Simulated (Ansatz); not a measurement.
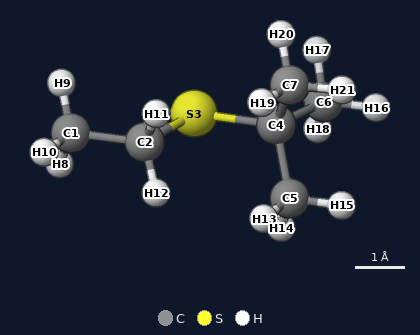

Figure 1. The input geometry (ball-and-stick view, seen at a tilt; atoms are numbered from 1 in the order of the input).

Geometry relaxation, with input and output: C₆H₁₄S

C₆H₁₄S, computed with RKS PBE-D4/def2-SVP (Ansatz 0.2.0).

The geometry: force-field start. Figures and captions count atoms from 1; the log counts them from 0 in places.

**The input**
```yaml
crystal:
  periodic: [false, false, false]
  atoms:
    - {symbol: C, position_ang: [1.617900, -2.100200, -1.940500]}
    - {symbol: C, position_ang: [1.139200, -0.820300, -1.180600]}
    - {symbol: S, position_ang: [-0.365200, -1.201800, -0.197400]}
    - {symbol: C, position_ang: [-0.595600, 0.422000, 0.652100]}
    - {symbol: C, position_ang: [-0.968400, 1.501700, -0.389000]}
    - {symbol: C, position_ang: [-1.913300, 0.204600, 1.530900]}
    - {symbol: C, position_ang: [0.533900, 0.821200, 1.553600]}
    - {symbol: H, position_ang: [0.822300, -2.376600, -2.643100]}
    - {symbol: H, position_ang: [1.831000, -2.863800, -1.237900]}
    - {symbol: H, position_ang: [2.458800, -1.829000, -2.530400]}
    - {symbol: H, position_ang: [1.953000, -0.503200, -0.508400]}
    - {symbol: H, position_ang: [0.937700, -0.007800, -1.870800]}
    - {symbol: H, position_ang: [-0.140800, 1.792700, -0.987300]}
    - {symbol: H, position_ang: [-1.804100, 1.229400, -1.035000]}
    - {symbol: H, position_ang: [-1.288100, 2.415600, 0.135100]}
    - {symbol: H, position_ang: [-2.174100, 1.141800, 2.086400]}
    - {symbol: H, position_ang: [-1.733300, -0.558600, 2.288200]}
    - {symbol: H, position_ang: [-2.797000, -0.082900, 0.950100]}
    - {symbol: H, position_ang: [1.404000, 1.059700, 0.977000]}
    - {symbol: H, position_ang: [0.727900, 0.047700, 2.274200]}
    - {symbol: H, position_ang: [0.229900, 1.718400, 2.120000]}
basis:
  gaussian: {orbitals: def2-SVP}
hamiltonian: {xc: pbe, dispersion: d4}
relax: {f_tol: 0.03, max_steps: 200}
```

Run on 2 CPU threads, shared host.

Launched with:
```bash
ansatz run in.yaml --threads 2 --pin off --events-out ev --progress --plain --max-ram 22528MiB --backend cuda --devices 0, --max-vram 18GiB
```

**What the program printed**
```
Functional definition: PBE
  name "PBE"
  cite "Perdew, Burke & Ernzerhof, Phys. Rev. Lett. 77, 3865 (1996) doi:10.1103/PhysRevLett.77.3865"
  parent pbe
  parameter kappa = 0.804
  parameter beta = 0.06672455060314922
  exchange = pbe_x(kappa = kappa, mu = beta*pi^2/3)
  correlation = pbe_c(beta = beta)
1965 factors; their error is unknown
mean field evaluation 1: about -17243.4724 eV, gradient 9.0e1 eV
mean field evaluation 2: about -17213.7069 eV, gradient 1.4e2 eV
mean field evaluation 4: about -17263.7293 eV, gradient 1.0e1 eV
mean field evaluation 8: about -17263.9885 eV, gradient 2.2e-1 eV
mean field evaluation 16: about -17263.8987 eV, gradient 2.4e-3 eV
mean field -17263.89874520 eV, -634.4365769954 hartree, gradient 1.7e-5 eV, S^2 0.000000; 0 other end points of the search recorded, 0 dependent functions left out
the calculation of the forces begins
reference -17263.89878673 eV, -634.4365785215 hartree; 33, 33 occupied and 139, 139 virtual orbitals, 1965 factors
relax step   1: F+E_penalty+E_count = -17264.41914376 eV  Δ(F+E_penalty+E_count) = +0.000e0 eV  max|allowed force component| = 2.871e0 eV/Å  Δτ_max = 0.0000 Å  (31 SCF iters, accepted)
these checks for a lower state are left out or cut short: starts, cluster_reference, orbital_swaps, neighbouring_geometries, increment
1965 factors; their error is unknown
mean field -17264.23734190 eV, -634.4490201946 hartree, gradient 2.1e-5 eV, S^2 0.000000; 0 other end points of the search recorded, 0 dependent functions left out
the calculation of the forces begins
reference -17264.23738368 eV, -634.4490217299 hartree; 33, 33 occupied and 139, 139 virtual orbitals, 1965 factors
relax step   2: F+E_penalty+E_count = -17264.75532313 eV  Δ(F+E_penalty+E_count) = -3.362e-1 eV  max|allowed force component| = 9.328e-1 eV/Å  Δτ_max = 0.0820 Å  (29 SCF iters, accepted)
these checks for a lower state are left out or cut short: starts, cluster_reference, orbital_swaps, neighbouring_geometries, increment
1965 factors; their error is unknown
mean field evaluation 32: about -17264.2811 eV, gradient 2.5e-4 eV
mean field -17264.28112707 eV, -634.4506292696 hartree, gradient 2.3e-5 eV, S^2 0.000000; 0 other end points of the search recorded, 0 dependent functions left out
the calculation of the forces begins
reference -17264.28116860 eV, -634.4506307960 hartree; 33, 33 occupied and 139, 139 virtual orbitals, 1965 factors
relax step   3: F+E_penalty+E_count = -17264.79917881 eV  Δ(F+E_penalty+E_count) = -4.386e-2 eV  max|allowed force component| = 2.213e-1 eV/Å  Δτ_max = 0.1253 Å  (29 SCF iters, accepted)
these checks for a lower state are left out or cut short: starts, cluster_reference, orbital_swaps, neighbouring_geometries, increment
1965 factors; their error is unknown
mean field -17264.28349435 eV, -634.4507162656 hartree, gradient 2.5e-5 eV, S^2 0.000000; 0 other end points of the search recorded, 0 dependent functions left out
the calculation of the forces begins
reference -17264.28353591 eV, -634.4507177932 hartree; 33, 33 occupied and 139, 139 virtual orbitals, 1965 factors
relax step   4: F+E_penalty+E_count = -17264.80085467 eV  Δ(F+E_penalty+E_count) = -1.676e-3 eV  max|allowed force component| = 2.643e-1 eV/Å  Δτ_max = 0.0399 Å  (31 SCF iters, accepted)
these checks for a lower state are left out or cut short: starts, cluster_reference, orbital_swaps, neighbouring_geometries, increment
1965 factors; their error is unknown
mean field -17264.28780121 eV, -634.4508745399 hartree, gradient 2.4e-5 eV, S^2 0.000000; 0 other end points of the search recorded, 0 dependent functions left out
the calculation of the forces begins
reference -17264.28784275 eV, -634.4508760666 hartree; 33, 33 occupied and 139, 139 virtual orbitals, 1965 factors
relax step   5: F+E_penalty+E_count = -17264.80620801 eV  Δ(F+E_penalty+E_count) = -5.353e-3 eV  max|allowed force component| = 5.236e-2 eV/Å  Δτ_max = 0.0335 Å  (31 SCF iters, accepted)
these checks for a lower state are left out or cut short: starts, cluster_reference, orbital_swaps, neighbouring_geometries, increment
1965 factors; their error is unknown
mean field -17264.28793627 eV, -634.4508795034 hartree, gradient 2.4e-5 eV, S^2 0.000000; 0 other end points of the search recorded, 0 dependent functions left out
the calculation of the forces begins
reference -17264.28797781 eV, -634.4508810299 hartree; 33, 33 occupied and 139, 139 virtual orbitals, 1965 factors
relax step   6: F+E_penalty+E_count = -17264.80651123 eV  Δ(F+E_penalty+E_count) = -3.032e-4 eV  max|allowed force component| = 9.510e-3 eV/Å  Δτ_max = 0.0111 Å  (32 SCF iters, accepted)
1965 factors; their error is unknown
mean field evaluation 64: about -17264.3785 eV, gradient 1.0e0 eV
```

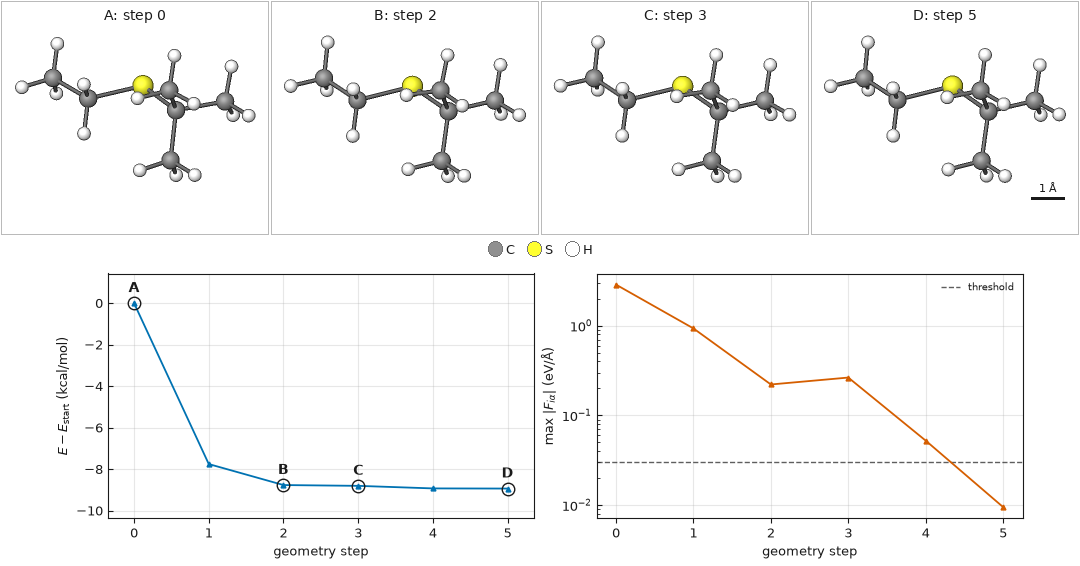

Figure 2. Frames of the relaxation (ball-and-stick view, seen at a tilt) above the curves, on which the letters mark them (the first geometry is step 0 here and step 1 in the log).

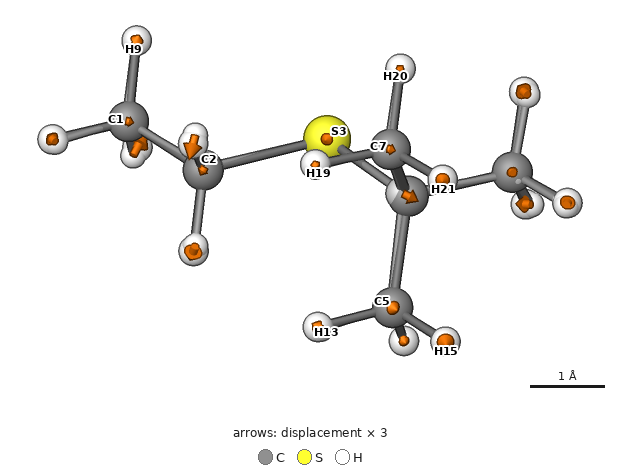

Figure 3. Start (faint) and end (solid) with the displacements as orange arrows, magnified 3 times (ball-and-stick view, seen at a tilt). The two geometries are laid on each other by the best rigid fit. The largest move after the best rigid fit is that of H8, 0.14 Å. By element the largest moves are H 0.14 Å, C 0.08 Å, S 0.05 Å. Distances before and after: C4–C6 1.599 → 1.537 Å, C1–H10 1.062 → 1.109 Å, C7–H19 1.071 → 1.109 Å, C1–C2 1.564 → 1.527 Å. Among the angles that change: H8–C1–H9 112.9° → 107.8°, C5–C4–C6 105.5° → 110.3°, C2–C1–H8 107.2° → 111.2°. Over 5 geometry steps the energy falls by 8.93 kcal/mol. The largest force component goes from 2.9 to 0.0095 eV/Å. (Atoms are counted from 1 in the order of the input.)

```
mean field -17264.28793627 eV, -634.4508795034 hartree, gradient 2.8e-5 eV, S^2 0.000000; 1 other end points of the search recorded, 0 dependent functions left out
the calculation of the forces begins
reference -17264.28797781 eV, -634.4508810299 hartree; 33, 33 occupied and 139, 139 virtual orbitals, 1965 factors
Total energy: -17264.80655277 eV, -634.4699383080 hartree
Atom 0 at     1.584305    -2.083721    -1.919340 Å, force    -0.000781     0.008516    -0.001883 eV/Å
Atom 1 at     1.138662    -0.800306    -1.221770 Å, force    -0.008999    -0.005604     0.004130 eV/Å
Atom 2 at    -0.328686    -1.163864    -0.187795 Å, force     0.002153     0.000316     0.002566 eV/Å
Atom 3 at    -0.668837     0.457756     0.671927 Å, force    -0.003746     0.006219    -0.000385 eV/Å
Atom 4 at    -0.964786     1.560799    -0.351959 Å, force    -0.003503    -0.006659    -0.002387 eV/Å
Atom 5 at    -1.918551     0.164736     1.516868 Å, force     0.007660     0.003850    -0.008998 eV/Å
Atom 6 at     0.506726     0.844777     1.577882 Å, force     0.002655    -0.000707     0.009510 eV/Å
Atom 7 at     0.779825    -2.489949    -2.565542 Å, force    -0.001002    -0.000989     0.000225 eV/Å
Atom 8 at     1.853935    -2.866568    -1.182042 Å, force     0.002508    -0.004597    -0.001242 eV/Å
Atom 9 at     2.470463    -1.891612    -2.557866 Å, force     0.000469    -0.001501     0.000524 eV/Å
Atom 10 at     1.954750    -0.404732    -0.581312 Å, force     0.003983     0.002192    -0.003276 eV/Å
Atom 11 at     0.885656    -0.019712    -1.969748 Å, force     0.004983     0.000535    -0.001741 eV/Å
Atom 12 at    -0.080798     1.787659    -0.981419 Å, force    -0.000980    -0.000164     0.002647 eV/Å
Atom 13 at    -1.798775     1.267603    -1.019789 Å, force     0.000369     0.003394    -0.001382 eV/Å
Atom 14 at    -1.247227     2.500944     0.169377 Å, force    -0.000083    -0.000952    -0.001356 eV/Å
Atom 15 at    -2.213562     1.073723     2.081639 Å, force    -0.000718    -0.000132     0.002257 eV/Å
Atom 16 at    -1.727345    -0.647818     2.246595 Å, force    -0.001255    -0.001063     0.001447 eV/Å
Atom 17 at    -2.772448    -0.137120     0.877339 Å, force    -0.000718    -0.000000     0.001957 eV/Å
Atom 18 at     1.428406     1.046978     0.995590 Å, force    -0.003941    -0.001499     0.000195 eV/Å
Atom 19 at     0.727714     0.039466     2.305907 Å, force     0.001274     0.002775    -0.001061 eV/Å
Atom 20 at     0.266273     1.771558     2.142660 Å, force    -0.000329    -0.003932    -0.001746 eV/Å
Dipole moment:     0.142540     0.260314    -0.017978 e Å
```

**Trajectory as extended XYZ (Å, eV, eV/Å), 6 frames, from step=1 to step=6**
```
21
Properties=species:S:1:pos:R:3:forces:R:3 step=1 energy=-17264.41914
C     1.6179   -2.1002   -1.9405   -1.9901   2.2064   0.1369
C     1.1392   -0.8203   -1.1806    0.3627  -1.4320   0.1787
S    -0.3652   -1.2018   -0.1974    0.4634   0.0357  -0.0430
C    -0.5956    0.4220    0.6521   -2.8707   0.0102  -0.0763
C    -0.9684    1.5017   -0.3890   -0.4536  -0.1075   1.3119
C    -1.9133    0.2046    1.5309    1.0158   0.6741  -0.1437
C     0.5339    0.8212    1.5536   -0.8909   0.5503   0.0647
H     0.8223   -2.3766   -2.6431   -0.2502  -0.4940  -0.1353
H     1.8310   -2.8638   -1.2379    0.3888  -1.4044   0.9062
H     2.4588   -1.8290   -2.5304    1.4923   0.1880  -0.7810
H     1.9530   -0.5032   -0.5084    0.1031   0.1597   0.2389
H     0.9377   -0.0078   -1.8708   -0.1899   0.5608  -0.5626
H    -0.1408    1.7927   -0.9873    1.3451   0.3464  -1.0668
H    -1.8041    1.2294   -1.0350   -0.3126  -0.4503  -0.2883
H    -1.2881    2.4156    0.1351   -0.0469   0.3204   0.2696
H    -2.1741    1.1418    2.0864    0.1939  -0.1540  -0.2630
H    -1.7333   -0.5586    2.2882    0.0786  -0.5345   0.4042
H    -2.7970   -0.0829    0.9501   -0.1596  -0.1416  -0.4057
H     1.4040    1.0597    0.9770    1.2342   0.2473  -0.4801
H     0.7279    0.0477    2.2742    0.4272  -0.8570   0.6715
H     0.2299    1.7184    2.1200    0.0595   0.2761   0.0631
21
Properties=species:S:1:pos:R:3:forces:R:3 step=2 energy=-17264.75532
C     1.6006   -2.0987   -1.9417   -0.7088   0.9328   0.1831
C     1.1593   -0.8216   -1.1865    0.0715  -0.4337  -0.0415
S    -0.3370   -1.1638   -0.1805    0.0012  -0.2733  -0.1332
C    -0.6699    0.4535    0.6667   -0.5964  -0.0014   0.0331
C    -0.9647    1.5542   -0.3715   -0.3576  -0.1186   0.4724
C    -1.9311    0.1696    1.5520    0.5134   0.4056  -0.4324
C     0.5044    0.8422    1.5478   -0.2599   0.2534   0.2768
H     0.7982   -2.4377   -2.6249   -0.0543  -0.1259   0.0480
H     1.8376   -2.8894   -1.2263    0.1634  -0.4610   0.1944
H     2.4732   -1.8604   -2.5602    0.4205  -0.0322  -0.1508
H     1.9737   -0.4775   -0.5181    0.0608   0.0277   0.0028
H     0.9398   -0.0146   -1.9049   -0.0269   0.1858  -0.1505
H    -0.0910    1.7965   -0.9900    0.3014  -0.0127  -0.1906
H    -1.7956    1.2551   -1.0317   -0.0978  -0.0559  -0.1393
H    -1.2634    2.4917    0.1428    0.0016   0.0406   0.0492
H    -2.2031    1.0991    2.1011    0.0053  -0.0941  -0.0614
H    -1.7349   -0.6234    2.2959    0.0674  -0.0984   0.0252
H    -2.7921   -0.1321    0.9278   -0.0720  -0.0369  -0.0442
H     1.3998    1.0679    0.9556    0.3414   0.0385  -0.1297
H     0.7269    0.0451    2.2700    0.1700  -0.2291   0.1671
H     0.2451    1.7549    2.1237    0.0556   0.0889   0.0214
21
Properties=species:S:1:pos:R:3:forces:R:3 step=3 energy=-17264.79918
C     1.5947   -2.0851   -1.9224   -0.0461   0.2213  -0.0068
C     1.1296   -0.7990   -1.2307    0.0281  -0.1293  -0.0346
S    -0.3370   -1.1637   -0.1995   -0.0194  -0.0120   0.0377
C    -0.6694    0.4531    0.6724   -0.2030  -0.0155   0.0356
C    -0.9653    1.5620   -0.3461   -0.0201  -0.0069   0.0342
C    -1.9221    0.1609    1.5245    0.0936   0.0765  -0.0318
C     0.5054    0.8363    1.5782   -0.0489   0.0201   0.0403
H     0.8114   -2.4840   -2.5987   -0.0045  -0.0148   0.0406
H     1.8560   -2.8723   -1.1902   -0.0067  -0.0375   0.0562
H     2.4922   -1.8711   -2.5345    0.0558  -0.0364  -0.0459
H     1.9380   -0.3838   -0.5932    0.0228  -0.0361   0.0126
H     0.8795   -0.0308   -1.9904   -0.0345   0.0363  -0.0267
H    -0.0928    1.7584   -0.9973    0.0514   0.0332  -0.0460
H    -1.8249    1.2971   -0.9916   -0.0075  -0.0419  -0.0178
H    -1.2065    2.5133    0.1759    0.0047  -0.0135   0.0196
H    -2.2274    1.0814    2.0672    0.0117  -0.0295  -0.0119
H    -1.7205   -0.6285    2.2764    0.0068  -0.0118  -0.0134
H    -2.7761   -0.1675    0.8979    0.0290   0.0145  -0.0258
H     1.4440    0.9664    1.0059    0.0413   0.0302  -0.0157
H     0.6754    0.0670    2.3556    0.0316  -0.0444  -0.0045
H     0.2913    1.8006    2.0878    0.0142  -0.0024   0.0041
21
Properties=species:S:1:pos:R:3:forces:R:3 step=4 energy=-17264.80086
C     1.5903   -2.0883   -1.9197   -0.0154   0.0810  -0.0032
C     1.1446   -0.7987   -1.2328   -0.1552  -0.0811   0.0984
S    -0.3411   -1.1589   -0.1939    0.2643   0.0774  -0.1556
C    -0.6736    0.4587    0.6749   -0.0975   0.0066   0.0198
C    -0.9704    1.5677   -0.3436   -0.0020  -0.0271   0.0210
C    -1.9239    0.1606    1.5229    0.0407   0.0398  -0.0203
C     0.5049    0.8424    1.5777   -0.0340   0.0039  -0.0083
H     0.7944   -2.4887   -2.5792   -0.0112  -0.0189   0.0097
H     1.8516   -2.8709   -1.1812   -0.0023  -0.0311   0.0290
H     2.4835   -1.8934   -2.5453    0.0401  -0.0210  -0.0354
H     1.9631   -0.3952   -0.5995   -0.0478  -0.0298   0.0459
H     0.9030   -0.0271   -1.9935   -0.0673   0.0162   0.0226
H    -0.0917    1.7782   -0.9837    0.0297   0.0178  -0.0271
H    -1.8172    1.2903   -1.0007   -0.0116  -0.0191  -0.0123
H    -1.2298    2.5133    0.1796   -0.0031  -0.0056   0.0153
H    -2.2296    1.0733    2.0774    0.0069  -0.0200  -0.0064
H    -1.7263   -0.6423    2.2617    0.0135   0.0032   0.0009
H    -2.7750   -0.1598    0.8881    0.0121   0.0232  -0.0105
H     1.4324    1.0027    0.9940    0.0300   0.0208  -0.0063
H     0.7019    0.0559    2.3306    0.0165  -0.0401   0.0156
H     0.2847    1.7908    2.1132   -0.0064   0.0040   0.0071
21
Properties=species:S:1:pos:R:3:forces:R:3 step=5 energy=-17264.80621
C     1.5868   -2.0852   -1.9191   -0.0239   0.0524  -0.0021
C     1.1397   -0.8007   -1.2238   -0.0346  -0.0071   0.0249
S    -0.3321   -1.1607   -0.1907    0.0356  -0.0209  -0.0265
C    -0.6697    0.4590    0.6718   -0.0266   0.0009   0.0056
C    -0.9674    1.5633   -0.3507   -0.0026  -0.0104   0.0161
C    -1.9184    0.1642    1.5186    0.0140   0.0167  -0.0263
C     0.5065    0.8430    1.5771    0.0012   0.0207   0.0123
H     0.7849   -2.4883   -2.5699   -0.0071  -0.0137  -0.0017
H     1.8516   -2.8672   -1.1806    0.0104  -0.0288   0.0116
H     2.4754   -1.8921   -2.5534    0.0131  -0.0066  -0.0044
H     1.9545   -0.4047   -0.5819    0.0000   0.0026  -0.0044
H     0.8882   -0.0214   -1.9736    0.0064   0.0042   0.0004
H    -0.0857    1.7867   -0.9838    0.0077   0.0050  -0.0049
H    -1.8053    1.2726   -1.0146   -0.0002   0.0008  -0.0029
H    -1.2445    2.5043    0.1720   -0.0003  -0.0017  -0.0024
H    -2.2159    1.0745    2.0804   -0.0008  -0.0089   0.0006
H    -1.7245   -0.6460    2.2501   -0.0012  -0.0007   0.0020
H    -2.7706   -0.1422    0.8789   -0.0069   0.0025   0.0076
H     1.4292    1.0360    0.9940    0.0103   0.0048   0.0010
H     0.7216    0.0409    2.3102    0.0037  -0.0035  -0.0038
H     0.2712    1.7746    2.1363    0.0020  -0.0083  -0.0030
21
Properties=species:S:1:pos:R:3:forces:R:3 step=6 energy=-17264.80651
C     1.5843   -2.0837   -1.9193   -0.0008   0.0085  -0.0019
C     1.1387   -0.8003   -1.2218   -0.0090  -0.0056   0.0041
S    -0.3287   -1.1639   -0.1878    0.0022   0.0003   0.0026
C    -0.6688    0.4578    0.6719   -0.0037   0.0062  -0.0004
C    -0.9648    1.5608   -0.3520   -0.0035  -0.0067  -0.0024
C    -1.9186    0.1647    1.5169    0.0077   0.0039  -0.0090
C     0.5067    0.8448    1.5779    0.0027  -0.0007   0.0095
H     0.7798   -2.4899   -2.5655   -0.0010  -0.0010   0.0002
H     1.8539   -2.8666   -1.1820    0.0025  -0.0046  -0.0012
H     2.4705   -1.8916   -2.5579    0.0005  -0.0015   0.0005
H     1.9547   -0.4047   -0.5813    0.0040   0.0022  -0.0033
H     0.8857   -0.0197   -1.9697    0.0050   0.0005  -0.0017
H    -0.0808    1.7877   -0.9814   -0.0010  -0.0002   0.0026
H    -1.7988    1.2676   -1.0198    0.0004   0.0034  -0.0014
H    -1.2472    2.5009    0.1694   -0.0001  -0.0010  -0.0014
H    -2.2136    1.0737    2.0816   -0.0007  -0.0001   0.0023
H    -1.7273   -0.6478    2.2466   -0.0013  -0.0011   0.0014
H    -2.7724   -0.1371    0.8773   -0.0007   0.0000   0.0020
H     1.4284    1.0470    0.9956   -0.0039  -0.0015   0.0002
H     0.7277    0.0395    2.3059    0.0013   0.0028  -0.0011
H     0.2663    1.7716    2.1427   -0.0003  -0.0039  -0.0017
```

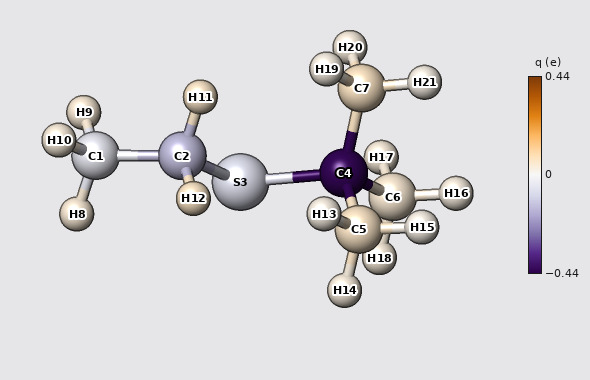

Figure 4. Mulliken charges, as the colour of each atom (ball-and-stick view, seen at a tilt; atoms are numbered from 1 in the order of the input; Mulliken charges depend strongly on the basis). By element: C −0.42 to +0.07, S −0.07 and H +0.02 to +0.06 e.

**Summary**

| quantity | value |
| --- | --- |
| outcome | converged |
| total energy | −17264.8066 eV |
| mean-field energy | −17264.2880 eV |
| dispersion energy | −0.5186 eV |
| SCF solution under orbital rotations | stable |
| largest force (length of the vector) at the end | 0.012 eV/Å |
| dipole moment | 1.43 D |
| wall time | 6.5 s (CPU time 8.4 s) |
| peak memory | 0.86 GiB |
